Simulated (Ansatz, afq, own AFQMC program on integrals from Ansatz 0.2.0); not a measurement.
# AlGeH2 (quartet): quantum Monte Carlo beside coupled cluster at distance Ge1–Al2 = 2.631 Å, cc-pVDZ

Aim: compute AlGeH2 (quartet) with auxiliary-field quantum Monte Carlo on the same integrals as coupled cluster, and set the energies side by side.

Program: Ansatz 0.2.0, Gaussian basis, and an in-house AFQMC program (afq) on its integrals; all values are calculated. Level of theory: cc-pVDZ, frozen cores. These are calculated values, not measurements.

The runs, in order: PBE (unrestricted); r2SCAN (unrestricted); PBE0 (unrestricted); B3LYP (unrestricted); wB97M-V (unrestricted); B2PLYP (unrestricted); CCSD(T) on UHF; CCSDT(Q) on UHF; Phaseless AFQMC, CISD trial on UHF; Phaseless AFQMC, single-determinant trial on UHF; Free-projection AFQMC, CISD trial on UHF.

### 1 The system

The geometry derives from a PBE0/def2-TZVP stationary point (not a proven minimum). One bond is set to the value named and the two fragments are kept rigid. No spin-orbit coupling is included. The filled d shell of Ge may be among the frozen orbitals whatever the setting's name suggests; the logs give the count.

4 atoms, charge 0, spin multiplicity 4.

Atoms are counted from 1 here; the program's logs count them from 0.

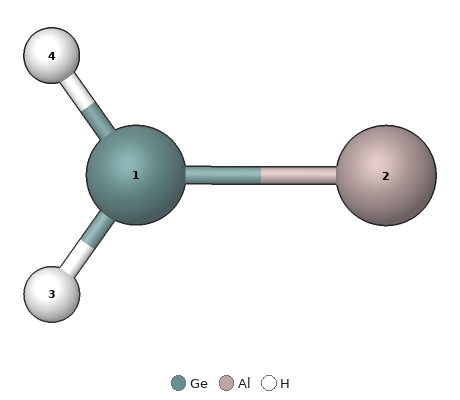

The geometry (germanium teal, aluminium light grey, hydrogen white); atoms are numbered from 1 in the order of the file.

Geometry (Å):

```xyz
4

Ge    0.00000    0.00000    0.68080
Al    0.00000    0.00000   -1.95020
H     0.00000   -1.26130    1.57046
H     0.00000    1.26130    1.57046
```

### 2 PBE (unrestricted)

Contents of in.yaml:

```yaml
crystal:
  periodic: [false, false, false]
  atoms:
    - {symbol: Ge, position_ang: [0.000000, 0.000000, 0.680802]}
    - {symbol: Al, position_ang: [0.000000, 0.000000, -1.950198]}
    - {symbol: H, position_ang: [0.000000, -1.261304, 1.570464]}
    - {symbol: H, position_ang: [0.000000, 1.261304, 1.570464]}
basis:
  gaussian: {orbitals: cc-pVDZ}
magnetization: {spin_polarized: true, initial_magnetization: 3}
hamiltonian: {xc: {name: PBE}}
output: {orbitals: {seedname: orbitals}}
```

The run is started by

```
$ ansatz run in.yaml --threads 1 --pin off --events-out ev --progress --plain --max-ram 1382MiB
```

Output:

```text
Functional definition: PBE
  name "PBE"
  cite "Perdew, Burke & Ernzerhof, Phys. Rev. Lett. 77, 3865 (1996) doi:10.1103/PhysRevLett.77.3865"
  parent pbe
  parameter kappa = 0.804
  parameter beta = 0.06672455060314922
  exchange = pbe_x(kappa = kappa, mu = beta*pi^2/3)
  correlation = pbe_c(beta = beta)
595 factors; integrals over basis functions are off by at most 1.2e-3 eV
mean field evaluation 1: about -63129.8860 eV, gradient 9.7e0 eV
mean field evaluation 2: about -63124.3430 eV, gradient 2.1e1 eV
mean field evaluation 4: about -63131.0303 eV, gradient 8.0e-1 eV
mean field evaluation 8: about -63131.0365 eV, gradient 2.3e-2 eV
mean field evaluation 16: about -63130.3218 eV, gradient 2.3e0 eV
mean field -63131.03646541 eV, -2320.0227983503 hartree, gradient 1.5e-5 eV, S^2 3.752774; 4 other end points of the search recorded, 0 dependent functions left out
reference -63131.03650208 eV, -2320.0227996981 hartree; 25, 22 occupied and 30, 33 virtual orbitals, 595 factors
Total energy: -63131.03650208 eV, -2320.0227996981 hartree
```

Wall time 1.7 s (1 thread of Intel Xeon 6975P-C (Granite Rapids), shared host).

From the report: ⟨S²⟩ of the determinant 3.753 (pure quartet: 3.75).

### 3 r2SCAN (unrestricted)

Changes to in.yaml since step 2:

```diff
@@ -10,3 +10,2 @@
 magnetization: {spin_polarized: true, initial_magnetization: 3}
-hamiltonian: {xc: {name: PBE}}
-output: {orbitals: {seedname: orbitals}}
+hamiltonian: {xc: {name: r2SCAN}}
```

Same command.

Output:

```text
Functional definition: r2SCAN
  name "r2SCAN"
  cite "Furness, Kaplan, Ning, Perdew & Sun, J. Phys. Chem. Lett. 11, 8208 (2020) doi:10.1021/acs.jpclett.0c02405"
  cite "Furness, Kaplan, Ning, Perdew & Sun, J. Phys. Chem. Lett. 11, 9248 (2020) doi:10.1021/acs.jpclett.0c03077"
  parent r2scan
  parameter k0 = 0.174
  parameter k1 = 0.065
  parameter a1 = 4.9479
  exchange = r2scan_x(k0 = k0, k1 = k1, a1 = a1)
  correlation = r2scan_c
595 factors; integrals over basis functions are off by at most 1.2e-3 eV
mean field evaluation 1: about -63141.4020 eV, gradient 8.6e0 eV
mean field evaluation 2: about -63137.9997 eV, gradient 1.7e1 eV
mean field evaluation 4: about -63142.4024 eV, gradient 7.4e-1 eV
mean field evaluation 8: about -63142.4111 eV, gradient 2.0e-2 eV
mean field evaluation 16: about -63141.7075 eV, gradient 2.5e0 eV
mean field -63142.41109165 eV, -2320.4408081546 hartree, gradient 3.7e-5 eV, S^2 3.758053; 3 other end points of the search recorded, 0 dependent functions left out
reference -63142.41110478 eV, -2320.4408086373 hartree; 25, 22 occupied and 30, 33 virtual orbitals, 595 factors
Total energy: -63142.41110478 eV, -2320.4408086373 hartree
```

Wall time 3.6 s (1 thread of Intel Xeon 6975P-C (Granite Rapids), shared host).

From the report: ⟨S²⟩ of the determinant 3.758 (pure quartet: 3.75).

### 4 PBE0 (unrestricted)

Changes to in.yaml since step 3:

```diff
@@ -10,2 +10,3 @@
 magnetization: {spin_polarized: true, initial_magnetization: 3}
-hamiltonian: {xc: {name: r2SCAN}}
+hamiltonian: {xc: {name: PBE0}}
+output: {orbitals: {seedname: orbitals}}
```

Launched as before.

Output:

```text
Functional definition: PBE0
  name "PBE0"
  cite "Adamo & Barone, J. Chem. Phys. 110, 6158 (1999) doi:10.1063/1.478522"
  cite "Perdew, Burke & Ernzerhof, Phys. Rev. Lett. 77, 3865 (1996) doi:10.1103/PhysRevLett.77.3865"
  parent pbe
  parameter a = 0.25
  parameter kappa = 0.804
  parameter beta = 0.06672455060314922
  exchange = (1 - a)*pbe_x(kappa = kappa, mu = beta*pi^2/3) + a*exact_x
  correlation = pbe_c(beta = beta)
595 factors; integrals over basis functions are off by at most 1.2e-3 eV
mean field evaluation 1: about -63132.4686 eV, gradient 6.9e0 eV
mean field evaluation 2: about -63132.2460 eV, gradient 8.0e0 eV
mean field evaluation 4: about -63133.1739 eV, gradient 4.7e-1 eV
mean field evaluation 8: about -63133.2020 eV, gradient 6.4e-2 eV
mean field evaluation 16: about -63133.2022 eV, gradient 2.7e-4 eV
mean field -63133.20217180 eV, -2320.1023865922 hartree, gradient 3.4e-5 eV, S^2 3.756175; 1 other end points of the search recorded, 0 dependent functions left out
reference -63133.20219932 eV, -2320.1023876035 hartree; 25, 22 occupied and 30, 33 virtual orbitals, 595 factors
Total energy: -63133.20219932 eV, -2320.1023876035 hartree
```

Wall time 1.7 s (1 thread of Intel Xeon 6975P-C (Granite Rapids), shared host).

From the report: ⟨S²⟩ of the determinant 3.756 (pure quartet: 3.75).

### 5 B3LYP (unrestricted)

Changes to in.yaml since step 4:

```diff
@@ -10,3 +10,2 @@
 magnetization: {spin_polarized: true, initial_magnetization: 3}
-hamiltonian: {xc: {name: PBE0}}
-output: {orbitals: {seedname: orbitals}}
+hamiltonian: {xc: {name: B3LYP}}
```

Launched as before.

Output:

```text
Functional definition: B3LYP
  name "B3LYP"
  cite "Stephens, Devlin, Chabalowski & Frisch, J. Phys. Chem. 98, 11623 (1994) doi:10.1021/j100096a001"
  cite "Becke, Phys. Rev. A 38, 3098 (1988) doi:10.1103/PhysRevA.38.3098"
  cite "Lee, Yang & Parr, Phys. Rev. B 37, 785 (1988) doi:10.1103/PhysRevB.37.785"
  cite "Vosko, Wilk & Nusair, Can. J. Phys. 58, 1200 (1980) doi:10.1139/p80-159"
  parameter a0 = 0.2
  parameter ax = 0.72
  parameter ac = 0.81
  exchange = (1 - a0 - ax)*slater_x + ax*b88_x + a0*exact_x
  correlation = (1 - ac)*vwn_rpa_c + ac*lyp_c
595 factors; integrals over basis functions are off by at most 1.2e-3 eV
mean field evaluation 1: about -63144.3533 eV, gradient 7.6e0 eV
mean field evaluation 2: about -63143.6348 eV, gradient 1.0e1 eV
mean field evaluation 4: about -63145.1311 eV, gradient 4.6e-1 eV
mean field evaluation 8: about -63145.1534 eV, gradient 5.8e-2 eV
mean field evaluation 16: about -63145.1535 eV, gradient 3.8e-5 eV
mean field -63145.15346762 eV, -2320.5415886127 hartree, gradient 1.3e-5 eV, S^2 3.754371; 1 other end points of the search recorded, 0 dependent functions left out
reference -63145.15368439 eV, -2320.5415965788 hartree; 25, 22 occupied and 30, 33 virtual orbitals, 595 factors
Total energy: -63145.15368439 eV, -2320.5415965788 hartree
```

It took 1.6 s on 1 thread of Intel Xeon 6975P-C (Granite Rapids), shared host.

From the report: ⟨S²⟩ of the determinant 3.754 (pure quartet: 3.75).

### 6 wB97M-V (unrestricted)

Changes to in.yaml since step 5:

```diff
@@ -10,2 +10,3 @@
 magnetization: {spin_polarized: true, initial_magnetization: 3}
-hamiltonian: {xc: {name: B3LYP}}
+hamiltonian: {xc: {name: wB97M-V}}
+output: {orbitals: {seedname: orbitals}}
```

Launched as before.

Output:

```text
Functional definition: wB97M-V
  name "wB97M-V"
  cite "Mardirossian & Head-Gordon, J. Chem. Phys. 144, 214110 (2016) doi:10.1063/1.4952647"
  cite "Becke, J. Chem. Phys. 107, 8554 (1997) doi:10.1063/1.475007"
  cite "Vydrov & Van Voorhis, J. Chem. Phys. 133, 244103 (2010) doi:10.1063/1.3521275"
  # Of w^i u^j: cxij and so on, Table III.
  parameter omega = 0.3/bohr
  parameter cx = 0.15
  parameter cx01 = 1.007
  parameter cx10 = 0.259
  parameter css00 = 0.443
  parameter css04 = -1.437
  parameter css10 = -4.535
  parameter css20 = -3.390
  parameter css43 = 4.278
  parameter cos00 = 1.000
  parameter cos10 = 1.358
  parameter cos20 = 2.924
  parameter cos21 = -8.812
  parameter cos60 = -1.390
  parameter cos61 = 9.142
  parameter b = 6.0
  parameter c = 0.01
  gx(w, u) = 1 - cx + cx01*u + cx10*w
  gss(w, u) = css00 + css04*u^4 + css10*w + css20*w^2 + css43*w^4*u^3
  gos(w, u) = cos00 + cos10*w + (cos20 + cos21*u)*w^2 + (cos60 + cos61*u)*w^6
  exchange = spin_sum(e_x_unif_sr(omega)*gx(b97_w, b97_u_x)) + cx*exact_x_sr(omega) + exact_x_lr(omega)
  correlation = spin_sum(e_c_pw_mod_same_spin*gss(b97_w, b97_u_same))
      + integral(e_c_pw_mod_opposite_spin*gos(b97_w_opposite, b97_u_opposite)) + vv10(b, c)
595 factors; integrals over basis functions are off by at most 1.2e-3 eV
184 factors; integrals over basis functions are off by at most 1.7e-5 eV
mean field evaluation 1: about -63138.8041 eV, gradient 5.4e0 eV
mean field evaluation 2: about -63139.2363 eV, gradient 1.9e0 eV
mean field evaluation 4: about -63139.3281 eV, gradient 4.6e-1 eV
mean field evaluation 8: about -63139.3559 eV, gradient 1.0e-1 eV
mean field evaluation 16: about -63139.3568 eV, gradient 2.3e-4 eV
mean field -63139.35676396 eV, -2320.3285636823 hartree, gradient 5.6e-6 eV, S^2 3.756904; 1 other end points of the search recorded, 0 dependent functions left out
reference -63139.35679936 eV, -2320.3285649833 hartree; 25, 22 occupied and 30, 33 virtual orbitals, 595 factors
Total energy: -63139.35679936 eV, -2320.3285649833 hartree
```

It took 6.5 s on 1 thread of Intel Xeon 6975P-C (Granite Rapids), shared host; peak memory 0.27 GiB.

From the report: ⟨S²⟩ of the determinant 3.757 (pure quartet: 3.75).

### 7 B2PLYP (unrestricted)

Changes to in.yaml since step 6:

```diff
@@ -10,3 +10,3 @@
 magnetization: {spin_polarized: true, initial_magnetization: 3}
-hamiltonian: {xc: {name: wB97M-V}}
-output: {orbitals: {seedname: orbitals}}
+hamiltonian: {xc: {name: B2PLYP}}
+correlation: {electrons: outside_noble_gas}
```

Launched as before.

Output:

```text
Functional definition: B2PLYP
  name "B2PLYP"
  cite "Grimme, J. Chem. Phys. 124, 034108 (2006) doi:10.1063/1.2148954"
  cite "Becke, Phys. Rev. A 38, 3098 (1988) doi:10.1103/PhysRevA.38.3098"
  cite "Lee, Yang & Parr, Phys. Rev. B 37, 785 (1988) doi:10.1103/PhysRevB.37.785"
  parameter a = 0.53
  parameter c = 0.27
  exchange = (1 - a)*b88_x + a*exact_x
  correlation = (1 - c)*lyp_c + c*(mp2_os + mp2_ss)
595 factors; integrals over basis functions are off by at most 1.2e-3 eV
mean field evaluation 1: about -63126.8297 eV, gradient 5.6e0 eV
mean field evaluation 2: about -63126.8319 eV, gradient 5.6e0 eV
mean field evaluation 4: about -63127.4146 eV, gradient 1.4e0 eV
mean field evaluation 8: about -63127.4680 eV, gradient 7.9e-2 eV
mean field evaluation 16: about -63127.4684 eV, gradient 5.1e-5 eV
mean field -63127.46838836 eV, -2319.8916739373 hartree, gradient 3.0e-6 eV, S^2 3.761905; 2 other end points of the search recorded, 0 dependent functions left out
19 core orbitals not correlated: weight in the atoms' cores, before any rotation towards them, 0.999 or more for the frozen orbitals, at most 0.001 for the correlated occupied ones
reference -63127.46852578 eV, -2319.8916789874 hartree; 6, 3 occupied and 30, 33 virtual orbitals, 595 factors
second order -3.95936439 eV of doubles, -0.00000000 eV of singles
Total energy: -63128.53755417 eV, -2319.9309650560 hartree
```

Wall time 1.7 s (1 thread of Intel Xeon 6975P-C (Granite Rapids), shared host).

From the report: ⟨S²⟩ of the determinant 3.762 (pure quartet: 3.75).

### 8 CCSD(T) on UHF

Changes to in.yaml since step 7:

```diff
@@ -10,3 +10,2 @@
 magnetization: {spin_polarized: true, initial_magnetization: 3}
-hamiltonian: {xc: {name: B2PLYP}}
-correlation: {electrons: outside_noble_gas}
+correlation: {method: ccsd_t, electrons: outside_noble_gas, hamiltonian_folder: ham}
```

The command is unchanged.

Output:

```text
Functional definition: HF
  name "HF"
  cite "Fock, Z. Phys. 61, 126 (1930) doi:10.1007/BF01340294"
  parent pbe
  exchange = exact_x
  correlation = 0
595 factors; integrals over basis functions are off by at most 1.2e-3 eV
mean field evaluation 1: about -63083.7073 eV, gradient 7.0e0 eV
mean field evaluation 2: about -63083.7110 eV, gradient 7.0e0 eV
mean field evaluation 4: about -63084.7869 eV, gradient 1.4e0 eV
mean field evaluation 8: about -63084.9171 eV, gradient 2.5e-1 eV
mean field evaluation 16: about -63084.5310 eV, gradient 3.0e0 eV
mean field evaluation 32: about -63084.6683 eV, gradient 9.4e-1 eV
mean field evaluation 64: about -63084.4291 eV, gradient 1.4e-3 eV
mean field evaluation 96: about -63084.4295 eV, gradient 7.1e-2 eV
mean field evaluation 128: about -63079.0150 eV, gradient 1.4e-2 eV
mean field evaluation 160: about -63082.2844 eV, gradient 6.9e0 eV
mean field evaluation 192: about -63082.2235 eV, gradient 7.5e-3 eV
mean field -63084.92200678 eV, -2318.3281232534 hartree, gradient 1.1e-6 eV, S^2 3.777727; 7 other end points of the search recorded, 0 dependent functions left out
determinant -63084.92200678 eV, -2318.3281232534 hartree, with singles and doubles -63088.79785532 eV, -2318.4705580600 hartree
determinant -63084.42905278 eV, -2318.3100075278 hartree, with singles and doubles -63088.18605796 eV, -2318.4480749217 hartree
determinant -63082.22347688 eV, -2318.2289541087 hartree, with singles and doubles -63086.31545724 eV, -2318.3793316131 hartree
19 core orbitals not correlated: weight in the atoms' cores, before any rotation towards them, 0.999 or more for the frozen orbitals, at most 0.000 for the correlated occupied ones
reference -63084.92200678 eV, -2318.3281232534 hartree; 6, 3 occupied and 30, 33 virtual orbitals, 595 factors
second order -2.97238148 eV of doubles, -0.00000000 eV of singles
cycle   1  -3.87598127 eV  change   -1.3e-4 eV  update   1.2e-3
cycle   2  -3.87615947 eV  change   -1.8e-4 eV  update   8.0e-4
cycle   3  -3.87621190 eV  change   -5.2e-5 eV  update   3.7e-4
cycle   4  -3.87624496 eV  change   -3.3e-5 eV  update   1.8e-4
cycle   5  -3.87643603 eV  change   -1.9e-4 eV  update   6.9e-5
cycle   6  -3.87651887 eV  change   -8.3e-5 eV  update   2.8e-5
cycle   7  -3.87652349 eV  change   -4.6e-6 eV  update   1.5e-5
cycle   8  -3.87650946 eV  change    1.4e-5 eV  update   7.3e-6
cycle   9  -3.87650367 eV  change    5.8e-6 eV  update   2.9e-6
perturbative correction -0.13100330 eV, -0.0048142823 hartree
Total energy: -63088.92951375 eV, -2318.4753964180 hartree
```

Wall time 3.1 s (1 thread of Intel Xeon 6975P-C (Granite Rapids), shared host).

From the report: ⟨S²⟩ of the determinant 3.778 (pure quartet: 3.75); correlation -4.0075 eV; T1 0.033; largest double amplitude 0.06.

This run also writes the integrals to the folder ham.

### 9 CCSDT(Q) on UHF

Changes to in.yaml since step 8:

```diff
@@ -10,2 +10,2 @@
 magnetization: {spin_polarized: true, initial_magnetization: 3}
-correlation: {method: ccsd_t, electrons: outside_noble_gas, hamiltonian_folder: ham}
+correlation: {method: ccsdt_q, electrons: outside_noble_gas}
```

Launched as before.

Output:

```text
Functional definition: HF
  name "HF"
  cite "Fock, Z. Phys. 61, 126 (1930) doi:10.1007/BF01340294"
  parent pbe
  exchange = exact_x
  correlation = 0
1068 factors; integrals over basis functions are off by at most 1.5e-7 eV
mean field evaluation 1: about -63083.6910 eV, gradient 7.0e0 eV
mean field evaluation 2: about -63083.7124 eV, gradient 7.0e0 eV
mean field evaluation 4: about -63084.7846 eV, gradient 1.3e0 eV
mean field evaluation 8: about -63084.9170 eV, gradient 2.5e-1 eV
mean field evaluation 16: about -63083.6909 eV, gradient 7.0e0 eV
mean field evaluation 32: about -63084.4291 eV, gradient 1.7e-6 eV
mean field evaluation 64: about -63084.4291 eV, gradient 4.1e-5 eV
mean field evaluation 96: about -63082.2235 eV, gradient 1.8e-2 eV
mean field evaluation 128: about -63079.3860 eV, gradient 2.9e0 eV
mean field evaluation 160: about -63082.2227 eV, gradient 1.1e-1 eV
mean field evaluation 192: about -63084.9221 eV, gradient 3.6e-3 eV
mean field -63084.92209293 eV, -2318.3281264191 hartree, gradient 5.7e-6 eV, S^2 3.777727; 7 other end points of the search recorded, 0 dependent functions left out
determinant -63084.92209293 eV, -2318.3281264191 hartree, with singles and doubles -63088.79793605 eV, -2318.4705610265 hartree
determinant -63084.42914208 eV, -2318.3100108094 hartree, with singles and doubles -63088.18614329 eV, -2318.4480780575 hartree
determinant -63082.22356270 eV, -2318.2289572625 hartree, with singles and doubles -63086.31554868 eV, -2318.3793349736 hartree
19 core orbitals not correlated: weight in the atoms' cores, before any rotation towards them, 0.999 or more for the frozen orbitals, at most 0.000 for the correlated occupied ones
reference -63084.92209293 eV, -2318.3281264191 hartree; 6, 3 occupied and 30, 33 virtual orbitals, 1068 factors
second order -2.97240247 eV of doubles, -0.00000000 eV of singles
cycle   1  -3.56581772 eV  change   -5.9e-1 eV  update   8.4e-2
cycle   2  -3.95621976 eV  change   -3.9e-1 eV  update   4.5e-2
cycle   3  -4.02723536 eV  change   -7.1e-2 eV  update   2.4e-2
cycle   4  -4.04161411 eV  change   -1.4e-2 eV  update   1.4e-2
cycle   5  -4.04710065 eV  change   -5.5e-3 eV  update   5.8e-3
cycle   6  -4.04694220 eV  change    1.6e-4 eV  update   2.9e-3
cycle   7  -4.04701554 eV  change   -7.3e-5 eV  update   1.2e-3
cycle   8  -4.04806050 eV  change   -1.0e-3 eV  update   5.5e-4
cycle   9  -4.04807262 eV  change   -1.2e-5 eV  update   2.4e-4
cycle  10  -4.04783438 eV  change    2.4e-4 eV  update   1.3e-4
cycle  11  -4.04784796 eV  change   -1.4e-5 eV  update   7.0e-5
cycle  12  -4.04791088 eV  change   -6.3e-5 eV  update   3.9e-5
cycle  13  -4.04796290 eV  change   -5.2e-5 eV  update   1.9e-5
cycle  14  -4.04797200 eV  change   -9.1e-6 eV  update   9.4e-6
cycle  15  -4.04796544 eV  change    6.6e-6 eV  update   5.0e-6
cycle  16  -4.04796325 eV  change    2.2e-6 eV  update   2.3e-6
cycle  17  -4.04796273 eV  change    5.3e-7 eV  update   1.2e-6
cycle  18  -4.04796322 eV  change   -4.9e-7 eV  update   6.7e-7
cycle  19  -4.04796402 eV  change   -8.0e-7 eV  update   3.4e-7
perturbative correction -0.00780709 eV, -0.0002869052 hartree
Total energy: -63088.97786404 eV, -2318.4771732582 hartree
```

It took 10 s on 1 thread of Intel Xeon 6975P-C (Granite Rapids), shared host; peak memory 0.25 GiB.

From the report: ⟨S²⟩ of the determinant 3.778 (pure quartet: 3.75); correlation -4.0558 eV; T1 0.037; largest double amplitude 0.08.

[end of part 1 of 2]
